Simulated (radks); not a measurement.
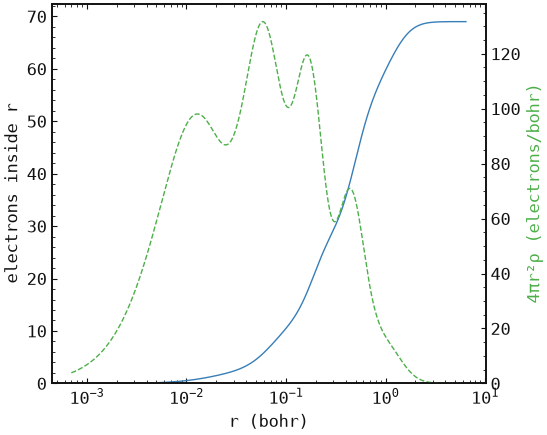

The hafnium ion Hf³⁺; electrons: [Xe] 4f14 5d1 (high spin). Level of theory: scalar-relativistic Kohn-Sham, SCAN, spin-polarised, spherical densities, finite nucleus. Computed with the in-house radial solver radks.

The plot shows the number of electrons inside radius r (solid) and the radial density 4πr²ρ (dashed).

Q: Describe it and give its main numbers.

Answer: The count levels off at 69 electrons. Half of them lie within 0.384 bohr, 90 % within 1.16 bohr and 99 % within 2.18 bohr. The radial density has minima at 0.0247, 0.106 and 0.307 bohr, where the count stands at 1.9, 11.1 and 29.7; these part the shells that the density resolves.
